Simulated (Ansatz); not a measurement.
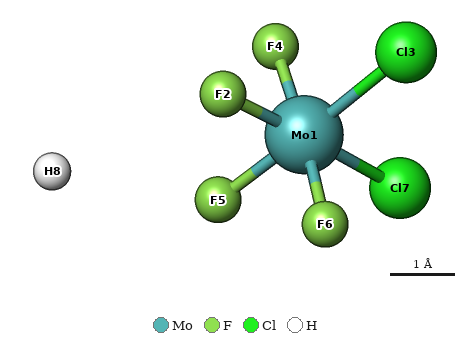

Fig. 1: The structure as given in the input (ball-and-stick view, seen at a tilt; atoms are numbered from 1 in the order of the input). Sticks mark near contacts. Bond lengths as drawn: Cl–Mo 2.29 Å and F–Mo 1.85 to 1.86 Å.

# Nudged elastic band of MoHCl2F4

- system: MoHCl2F4, multiplicity 2
- method: UKS PBE/def2-SVP (Ansatz 0.2.0)

It belongs to a series of runs on one base structure; here: band between the two ends. Figures and captions count atoms from 1; the log counts them from 0 in places.

## Input file
```yaml
crystal:
  periodic: [false, false, false]
  atoms:
    - { symbol: Mo, position_ang: [0.268007, 0.0, -0.043826] }
    - { symbol: F, position_ang: [0.839001, 0.0, 1.7239] }
    - { symbol: Cl, position_ang: [2.449958, 0.0, -0.743319] }
    - { symbol: F, position_ang: [0.239486, 1.848858, 0.010783] }
    - { symbol: F, position_ang: [-1.475138, 0.0, 0.597371] }
    - { symbol: F, position_ang: [0.239486, -1.848859, 0.010783] }
    - { symbol: Cl, position_ang: [-0.52279, 0.0, -2.194199] }
    - { symbol: H, position_ang: [-1.498009, 0.0, 3.588508] }
magnetization:
  spin_polarized: true
  initial_magnetization: 1
basis:
  gaussian: { orbitals: def2-SVP }
hamiltonian:
  xc: pbe
neb:
  order_check: false
  images: 9
  f_tol: 0.03
  max_iterations: 60
  final_atoms:
    - { symbol: Mo, position_ang: [-0.17825882, -0.00023287, -0.06600959] }
    - { symbol: F, position_ang: [0.05231129, -0.00422746, 2.25643273] }
    - { symbol: Cl, position_ang: [2.16910029, 0.00166741, 0.35656586] }
    - { symbol: F, position_ang: [-0.21433423, 1.79344388, 0.31451522] }
    - { symbol: F, position_ang: [-2.05718637, -0.00165738, -0.06035907] }
    - { symbol: F, position_ang: [-0.21170578, -1.79462541, 0.31174296] }
    - { symbol: Cl, position_ang: [-0.03710135, 0.00096172, -2.30547321] }
    - { symbol: H, position_ang: [1.01717598, 0.00466912, 2.1425861] }
  initial_path:
    images:
      - { positions_ang: [[0.268007, 0.0, -0.043826], [0.839001, 0.0, 1.7239], [2.449958, 0.0, -0.743319], [0.239486, 1.848858, 0.010783], [-1.475138, 0.0, 0.597371], [0.239486, -1.848859, 0.010783], [-0.52279, 0.0, -2.194199], [-1.498009, 0.0, 3.588508]] }
      - { positions_ang: [[0.2121906, -3.0e-08, -0.03462074], [0.68115318, -2.0e-08, 1.7833768], [2.41954182, -2.0e-08, -0.60812931], [0.1893738, 1.83308637, 0.00906646], [-1.53616482, -3.0e-08, 0.48899838], [0.1893738, -1.83308723, 0.00906647], [-0.43436118, -3.0e-08, -2.21670956], [-1.18110621, -2.0e-08, 3.51895251]] }
      - { positions_ang: [[0.1563742, -5.0e-08, -0.02541547], [0.52330535, -4.0e-08, 1.8428536], [2.38912565, -5.0e-08, -0.47293963], [0.1392616, 1.81731475, 0.00734992], [-1.59719163, -6.0e-08, 0.38062575], [0.13926161, -1.81731545, 0.00734994], [-0.34593236, -7.0e-08, -2.23922012], [-0.86420342, -3.0e-08, 3.44939702]] }
      - { positions_ang: [[0.1005578, -8.0e-08, -0.01621021], [0.36545753, -6.0e-08, 1.90233039], [2.35870947, -7.0e-08, -0.33774994], [0.08914939, 1.80154312, 0.00563337], [-1.65821845, -9.0e-08, 0.27225313], [0.08914941, -1.80154368, 0.00563341], [-0.25750353, -1.0e-07, -2.26173068], [-0.54730063, -5.0e-08, 3.37984154]] }
      - { positions_ang: [[0.0447414, -1.0e-07, -0.00700495], [0.20760971, -8.0e-08, 1.96180719], [2.3282933, -9.0e-08, -0.20256026], [0.03903719, 1.7857715, 0.00391683], [-1.71924526, -1.2e-07, 0.1638805], [0.03903721, -1.7857719, 0.00391687], [-0.16907471, -1.3e-07, -2.28424124], [-0.23039784, -7.0e-08, 3.31028605]] }
      - { positions_ang: [[-0.011075, -1.3e-07, 0.00220032], [0.04976188, -1.0e-07, 2.02128399], [2.29787712, -1.1e-07, -0.06737057], [-0.01107501, 1.76999987, 0.00220029], [-1.78027208, -1.4e-07, 0.05550788], [-0.01107498, -1.77000013, 0.00220034], [-0.08064589, -1.7e-07, -2.3067518], [0.08650495, -8.0e-08, 3.24073056]] }
      - { positions_ang: [[-0.04451176, -4.668e-05, -0.01144167], [0.05027177, -0.00084557, 2.06831374], [2.27212176, 0.00033339, 0.01741671], [-0.05172686, 1.77468867, 0.06466327], [-1.83565493, -0.00033159, 0.03233449], [-0.05120114, -1.77492519, 0.06410887], [-0.07193698, 0.00019221, -2.30649609], [0.27263916, 0.00093376, 3.02110167]] }
      - { positions_ang: [[-0.07794853, -9.323e-05, -0.02508365], [0.05078165, -0.00169105, 2.11534349], [2.24636639, 0.0006669, 0.102204], [-0.0923787, 1.77937747, 0.12712626], [-1.89103779, -0.00066304, 0.0091611], [-0.0913273, -1.77985024, 0.12601739], [-0.06322807, 0.00038459, -2.30624037], [0.45877336, 0.0018676, 2.80147278]] }
      - { positions_ang: [[-0.11138529, -0.00013978, -0.03872563], [0.05129153, -0.00253652, 2.16237324], [2.22061102, 0.0010004, 0.18699129], [-0.13303054, 1.78406627, 0.18958925], [-1.94642065, -0.00099449, -0.01401229], [-0.13145346, -1.7847753, 0.18792591], [-0.05451917, 0.00057697, -2.30598465], [0.64490757, 0.00280144, 2.58184389]] }
      - { positions_ang: [[-0.14482206, -0.00018633, -0.05236761], [0.05180141, -0.00338199, 2.20940298], [2.19485566, 0.00133391, 0.27177857], [-0.17368239, 1.78875508, 0.25205223], [-2.00180351, -0.00132593, -0.03718568], [-0.17157962, -1.78970036, 0.24983444], [-0.04581026, 0.00076935, -2.30572893], [0.83104177, 0.00373528, 2.36221499]] }
      - { positions_ang: [[-0.17825882, -0.00023287, -0.06600959], [0.05231129, -0.00422746, 2.25643273], [2.16910029, 0.00166741, 0.35656586], [-0.21433423, 1.79344388, 0.31451522], [-2.05718637, -0.00165738, -0.06035907], [-0.21170578, -1.79462541, 0.31174296], [-0.03710135, 0.00096172, -2.30547321], [1.01717598, 0.00466912, 2.1425861]] }
```

Hardware: 4 threads of Arm Neoverse V2, 24 GiB of memory available, shared host.

Command:
```bash
ansatz run input.yaml --threads 4 --pin off --max-ram 5120MiB --backend cpu --events-out ev --progress --plain --runs-dir out
```

## Output
```
Engine: ansatz 0.2.0, aarch64-unknown-linux-gnu
Functional definition: PBE
  parameter kappa = 0.804
  parameter beta = 0.06672455060314922
  exchange = pbe_x(kappa = kappa, mu = beta*pi^2/3)
  correlation = pbe_c(beta = beta)
1343 factors; their error is unknown
mean field evaluation 1: about -37742.5829 eV, gradient 5.3e1 eV
mean field evaluation 2: about -37441.9776 eV, gradient 2.5e2 eV
mean field evaluation 4: about -37742.8638 eV, gradient 4.9e1 eV
mean field evaluation 8: about -37752.9226 eV, gradient 2.7e-1 eV
mean field evaluation 16: about -37752.8537 eV, gradient 7.0e-3 eV
mean field evaluation 32: about -37749.5222 eV, gradient 1.2e0 eV
mean field evaluation 64: about -37750.0502 eV, gradient 1.3e-2 eV
mean field evaluation 96: about -37749.3725 eV, gradient 3.1e0 eV
mean field -37752.85365279 eV, -1387.3917819366 hartree, gradient 3.1e-5 eV, S^2 0.750047; 7 other end points of the search recorded, 0 dependent functions left out
the calculation of the forces begins
reference -37752.85372881 eV, -1387.3917847305 hartree; 43, 42 occupied and 85, 86 virtual orbitals, 1343 factors
1343 factors; their error is unknown
mean field evaluation 128: about -37755.1720 eV, gradient 1.0e-3 eV
mean field -37755.17198954 eV, -1387.4769792410 hartree, gradient 2.2e-5 eV, S^2 0.753298; 6 other end points of the search recorded, 0 dependent functions left out
[... from here on the field's lines of each further geometry are left out, up to the last ...]
NEB iter   1: max|band force component| = 2.250e1 eV/Å  barrier→ = 0.4143 eV  barrier← = 2.7326 eV  Δτ_max = 0.2000 Å  (3094 SCF iters)
NEB iter   2: max|band force component| = 5.072e0 eV/Å  barrier→ = 0.0952 eV  barrier← = 2.4136 eV  Δτ_max = 0.2000 Å  (493 SCF iters)
NEB iter   3: max|band force component| = 7.544e0 eV/Å  barrier→ = 0.0349 eV  barrier← = 2.3533 eV  Δτ_max = 0.1007 Å  (398 SCF iters)
NEB iter   4: max|band force component| = 2.614e0 eV/Å  barrier→ = 0.0332 eV  barrier← = 2.3515 eV  Δτ_max = 0.2000 Å  (408 SCF iters)
NEB iter   5: max|band force component| = 9.680e0 eV/Å  barrier→ = 0.0418 eV  barrier← = 2.3602 eV  Δτ_max = 0.0998 Å  (384 SCF iters)
NEB iter   6: max|band force component| = 5.884e0 eV/Å  barrier→ = 0.0361 eV  barrier← = 2.3544 eV  Δτ_max = 0.1912 Å  (379 SCF iters)
NEB iter   7: max|band force component| = 2.423e0 eV/Å  barrier→ = 0.0291 eV  barrier← = 2.3475 eV  Δτ_max = 0.1618 Å  (365 SCF iters)
NEB iter   8: max|band force component| = 8.763e-1 eV/Å  barrier→ = 0.0223 eV  barrier← = 2.3406 eV  Δτ_max = 0.0605 Å  (368 SCF iters)
NEB iter   9: max|band force component| = 1.721e-1 eV/Å  barrier→ = 0.0215 eV  barrier← = 2.3398 eV  CI = image 2  Δτ_max = 0.1991 Å  (363 SCF iters)
NEB iter  10: max|band force component| = 1.578e-1 eV/Å  barrier→ = 0.0213 eV  barrier← = 2.3396 eV  CI = image 2  Δτ_max = 0.1998 Å  (377 SCF iters)
NEB iter  11: max|band force component| = 3.353e-1 eV/Å  barrier→ = 0.0209 eV  barrier← = 2.3393 eV  CI = image 2  Δτ_max = 0.1006 Å  (407 SCF iters)
NEB iter  12: max|band force component| = 2.308e-1 eV/Å  barrier→ = 0.0207 eV  barrier← = 2.3390 eV  CI = image 2  Δτ_max = 0.2000 Å  (375 SCF iters)
NEB iter  13: max|band force component| = 7.585e-1 eV/Å  barrier→ = 0.0206 eV  barrier← = 2.3389 eV  CI = image 2  Δτ_max = 0.0999 Å  (391 SCF iters)
NEB iter  14: max|band force component| = 6.119e-1 eV/Å  barrier→ = 0.0205 eV  barrier← = 2.3389 eV  CI = image 2  Δτ_max = 0.1006 Å  (366 SCF iters)
NEB iter  15: max|band force component| = 7.008e-1 eV/Å  barrier→ = 0.0205 eV  barrier← = 2.3389 eV  CI = image 2  Δτ_max = 0.0499 Å  (373 SCF iters)
NEB iter  16: max|band force component| = 7.195e-2 eV/Å  barrier→ = 0.0205 eV  barrier← = 2.3388 eV  CI = image 2  Δτ_max = 0.1000 Å  (354 SCF iters)
NEB iter  17: max|band force component| = 8.700e-2 eV/Å  barrier→ = 0.0205 eV  barrier← = 2.3388 eV  CI = image 2  Δτ_max = 0.0262 Å  (335 SCF iters)
NEB iter  18: max|band force component| = 3.179e-2 eV/Å  barrier→ = 0.0205 eV  barrier← = 2.3388 eV  CI = image 2  Δτ_max = 0.0092 Å  (334 SCF iters)
the calculation of the forces begins
reference -37755.09980614 eV, -1387.4743265497 hartree; 43, 42 occupied and 85, 86 virtual orbitals, 1343 factors
1343 factors; their error is unknown
mean field evaluation 2752: about -37752.8332 eV, gradient 1.7e-3 eV
mean field evaluation 2784: about -37750.3704 eV, gradient 7.0e-3 eV
mean field evaluation 2816: about -37750.4059 eV, gradient 8.2e-1 eV
mean field -37752.83315814 eV, -1387.3910287722 hartree, gradient 7.3e-5 eV, S^2 0.756626; 8 other end points of the search recorded, 0 dependent functions left out
the calculation of the forces begins
reference -37752.83323191 eV, -1387.3910314832 hartree; 43, 42 occupied and 85, 86 virtual orbitals, 1343 factors
NEB iter  19: max|band force component| = 1.489e-2 eV/Å  barrier→ = 0.0205 eV  barrier← = 2.3388 eV  CI = image 2  Δτ_max = 0.0000 Å  (2078 SCF iters)
```

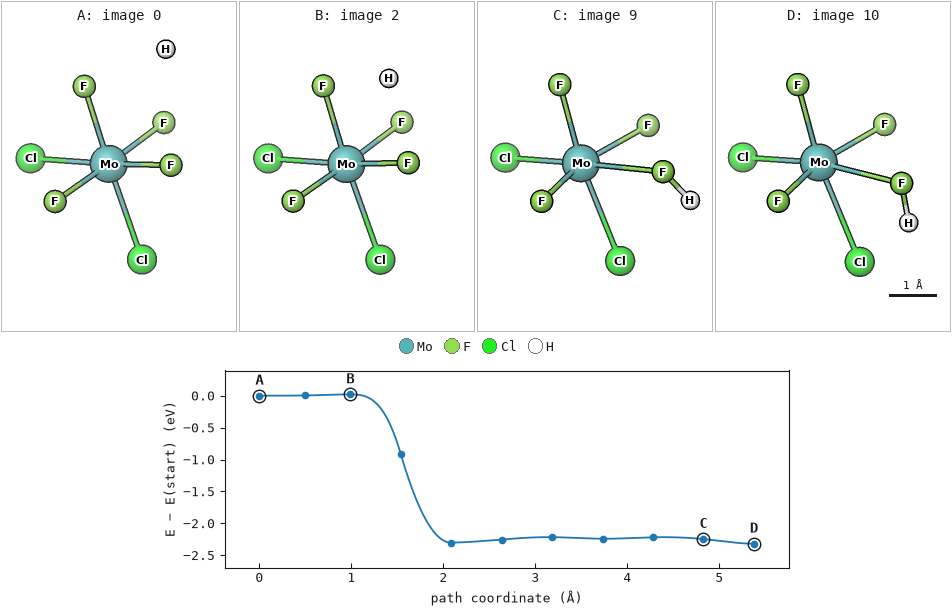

Fig. 2: Images of the last band (counted from 0; ball-and-stick, seen at a tilt) above the energy along the path; the line is a cubic interpolation that uses the forces. The highest image is number 2, 0.020 eV above the start and 2.339 eV above the end (the climbing image); the end lies 2.318 eV below the start. A further maximum stands at image 6, −2.216 eV from the start, so the path isn't one elementary step. A further maximum stands at image 8, −2.218 eV from the start, so the path isn't one elementary step. The path is 5.38 Å long. The band converged in 19 iterations.

```
Total energy: -37752.83323191 eV, -1387.3910314832 hartree
Atom 0 at     0.228321    -0.000000     0.055687 Å, force     0.000745    -0.000000    -0.000254 eV/Å
Atom 1 at     0.703972    -0.000000     1.871604 Å, force     0.000374     0.000000     0.000420 eV/Å
Atom 2 at     2.429258    -0.000000    -0.576157 Å, force    -0.000159     0.000000    -0.000018 eV/Å
Atom 3 at     0.188679     1.847614     0.132390 Å, force     0.000106    -0.000041    -0.000205 eV/Å
Atom 4 at    -1.530336    -0.000000     0.710463 Å, force    -0.001040     0.000000     0.000644 eV/Å
Atom 5 at     0.188679    -1.847615     0.132389 Å, force     0.000106     0.000041    -0.000205 eV/Å
Atom 6 at    -0.518167     0.000000    -2.108835 Å, force    -0.000003    -0.000000     0.000365 eV/Å
Atom 7 at    -1.150406     0.000001     2.732459 Å, force    -0.000128     0.000000    -0.000747 eV/Å
Dipole moment:     0.003057     0.000000    -0.005333 e Å
this run last wrote the band of iteration 19 to [file]
```

## The last band as extended XYZ (Å, eV, eV/Å)
```
8
Properties=species:S:1:pos:R:3:forces:R:3 image=0 energy=-37752.85365
Mo    0.2680    0.0000   -0.0438    0.0027   0.0000   0.0057
F     0.8390    0.0000    1.7239   -0.0038   0.0000  -0.0049
Cl    2.4500    0.0000   -0.7433   -0.0014   0.0000  -0.0007
F     0.2395    1.8489    0.0108    0.0026  -0.0001   0.0001
F    -1.4751    0.0000    0.5974   -0.0023   0.0000   0.0007
F     0.2395   -1.8489    0.0108    0.0026   0.0001   0.0001
Cl   -0.5228    0.0000   -2.1942   -0.0008   0.0000  -0.0006
H    -1.4980    0.0000    3.5885    0.0003   0.0000  -0.0006
8
Properties=species:S:1:pos:R:3:forces:R:3 image=1 energy=-37752.85010
Mo    0.2431    0.0000    0.0131    0.0009   0.0000  -0.0020
F     0.7953    0.0000    1.7898    0.0024   0.0000  -0.0024
Cl    2.4292    0.0000   -0.6735    0.0005   0.0000  -0.0021
F     0.2122    1.8488    0.0750    0.0011   0.0000  -0.0018
F    -1.5054    0.0000    0.6491    0.0007   0.0000  -0.0032
F     0.2122   -1.8488    0.0750    0.0011   0.0000  -0.0018
Cl   -0.5330    0.0000   -2.1429    0.0011   0.0000  -0.0017
H    -1.3136    0.0000    3.1643   -0.0078   0.0000   0.0150
8
Properties=species:S:1:pos:R:3:forces:R:3 image=2 energy=-37752.83316
Mo    0.2283    0.0000    0.0557    0.0007   0.0000  -0.0003
F     0.7040    0.0000    1.8716    0.0004   0.0000   0.0004
Cl    2.4293    0.0000   -0.5762   -0.0002   0.0000   0.0000
F     0.1887    1.8476    0.1324    0.0001   0.0000  -0.0002
F    -1.5303    0.0000    0.7105   -0.0010   0.0000   0.0006
F     0.1887   -1.8476    0.1324    0.0001   0.0000  -0.0002
Cl   -0.5182    0.0000   -2.1088    0.0000   0.0000   0.0004
H    -1.1504    0.0000    2.7325   -0.0001   0.0000  -0.0007
8
Properties=species:S:1:pos:R:3:forces:R:3 image=3 energy=-37753.76744
Mo    0.2135    0.0000    0.0005   -0.2448   0.0000  -0.6227
F     0.3700    0.0000    2.0900   -3.0432   0.0000   2.0984
Cl    2.4607    0.0000   -0.5015    0.0629   0.0000   0.0882
F     0.1960    1.8407    0.1585    0.0079  -0.0724   0.2359
F    -1.5784    0.0000    0.7123   -0.4087   0.0000   0.4839
F     0.1960   -1.8407    0.1585    0.0079   0.0724   0.2359
Cl   -0.4480    0.0000   -2.1514    0.0092   0.0000  -0.2833
H    -0.8698    0.0000    2.4831    3.6089   0.0000  -2.2363
8
Properties=species:S:1:pos:R:3:forces:R:3 image=4 energy=-37755.15529
Mo    0.2157   -0.0007   -0.0584    0.0050   0.0152   0.0022
F     0.1649   -0.0025    2.2953    0.0250  -0.0051  -0.0256
Cl    2.4654   -0.0025   -0.5346    0.0039  -0.0013   0.0150
F     0.2618    1.7872    0.3476   -0.0077   0.0023  -0.0316
F    -1.6040    0.0020    0.6612    0.0011  -0.0031   0.0062
F     0.2561   -1.7903    0.3394   -0.0099  -0.0060  -0.0269
Cl   -0.4298    0.0075   -2.2080    0.0113  -0.0027   0.0114
H    -0.7901   -0.0007    2.1075   -0.0287   0.0006   0.0493
8
Properties=species:S:1:pos:R:3:forces:R:3 image=5 energy=-37755.10649
Mo    0.1492   -0.0298   -0.1049    0.0150   0.0135   0.0059
F     0.2544   -0.0650    2.2579    0.0099   0.0334   0.0003
Cl    2.4437    0.0038   -0.3814    0.0091  -0.0071  -0.0146
F     0.1576    1.7500    0.3634    0.0233   0.0168  -0.0263
F    -1.6878   -0.0319    0.4389    0.0186   0.0175   0.0477
F     0.1748   -1.8295    0.2502    0.0045   0.0096   0.0113
Cl   -0.3017    0.0411   -2.3040   -0.0131  -0.0079   0.0097
H    -0.6501    0.1613    2.4300   -0.0673  -0.0759  -0.0338
8
Properties=species:S:1:pos:R:3:forces:R:3 image=6 energy=-37755.06966
Mo    0.0938   -0.0662   -0.1271   -0.0019  -0.0002   0.0005
F     0.2142   -0.2301    2.2525   -0.0025  -0.0030   0.0001
Cl    2.4031   -0.0043   -0.3261   -0.0018   0.0007   0.0029
F     0.0952    1.6751    0.4929   -0.0036  -0.0030   0.0036
F    -1.7695   -0.0673    0.2479   -0.0026  -0.0027  -0.0058
F     0.1195   -1.8701    0.1760   -0.0011  -0.0009  -0.0011
Cl   -0.2517    0.1195   -2.3394    0.0020   0.0012  -0.0005
H    -0.3646    0.4433    2.5734    0.0115   0.0079   0.0002
8
Properties=species:S:1:pos:R:3:forces:R:3 image=7 energy=-37755.09412
Mo    0.0295   -0.0992   -0.1187   -0.0019   0.0135   0.0061
F     0.0928   -0.3024    2.2587   -0.0045   0.0043   0.0040
Cl    2.3510   -0.0689   -0.1920   -0.0034  -0.0022  -0.0008
F     0.0477    1.6093    0.6205   -0.0064  -0.0022  -0.0091
F    -1.8496   -0.0511    0.1032   -0.0034  -0.0025   0.0003
F     0.0028   -1.9068    0.1290    0.0004  -0.0030  -0.0020
Cl   -0.1738    0.2035   -2.3365    0.0078   0.0001   0.0036
H     0.0395    0.6155    2.4858    0.0115  -0.0079  -0.0021
8
Properties=species:S:1:pos:R:3:forces:R:3 image=8 energy=-37755.07152
Mo   -0.0445   -0.0752   -0.1275    0.0106  -0.0049  -0.0025
F    -0.0063   -0.2485    2.2527    0.0032  -0.0097  -0.0009
Cl    2.2860   -0.0918   -0.0236    0.0022  -0.0050  -0.0129
F    -0.0299    1.6616    0.5087    0.0077  -0.0024   0.0098
F    -1.9296   -0.0089   -0.0191    0.0031   0.0012   0.0058
F    -0.1104   -1.8771    0.1733    0.0014  -0.0018  -0.0008
Cl   -0.0935    0.1282   -2.3645   -0.0044   0.0030   0.0000
H     0.4683    0.5118    2.5500   -0.0237   0.0196   0.0014
8
Properties=species:S:1:pos:R:3:forces:R:3 image=9 energy=-37755.09973
Mo   -0.1073   -0.0419   -0.1109   -0.0122   0.0081   0.0085
F    -0.0572   -0.0921    2.2539   -0.0195   0.0347  -0.0016
Cl    2.2272   -0.0582    0.1511   -0.0149   0.0202   0.0523
F    -0.1084    1.7315    0.3807   -0.0281   0.0192  -0.0281
F    -1.9901   -0.0045   -0.0400   -0.0159  -0.0054  -0.0118
F    -0.1590   -1.8405    0.2364   -0.0061   0.0098   0.0086
Cl   -0.0739    0.0564   -2.3538    0.0130  -0.0096   0.0012
H     0.8088    0.2493    2.4325    0.0839  -0.0771  -0.0291
8
Properties=species:S:1:pos:R:3:forces:R:3 image=10 energy=-37755.17199
Mo   -0.1783   -0.0002   -0.0660    0.0047  -0.0112   0.0057
F     0.0523   -0.0042    2.2564    0.0087   0.0109   0.0025
Cl    2.1691    0.0017    0.3566    0.0019   0.0030  -0.0025
F    -0.2143    1.7934    0.3145   -0.0012   0.0019   0.0007
F    -2.0572   -0.0017   -0.0604   -0.0019   0.0008  -0.0019
F    -0.2117   -1.7946    0.3117    0.0000   0.0025  -0.0037
Cl   -0.0371    0.0010   -2.3055   -0.0011   0.0007  -0.0007
H     1.0172    0.0047    2.1426   -0.0111  -0.0086  -0.0001
```

## Key numbers

| quantity | value |
| --- | --- |
| outcome | converged |
| barrier, forward | 0.021 eV |
| barrier, backward | 2.339 eV |
| wall time | 11 min (CPU time 41 min) |
| peak memory | 0.39 GiB |

## Notes

The order of the saddle point was not checked.
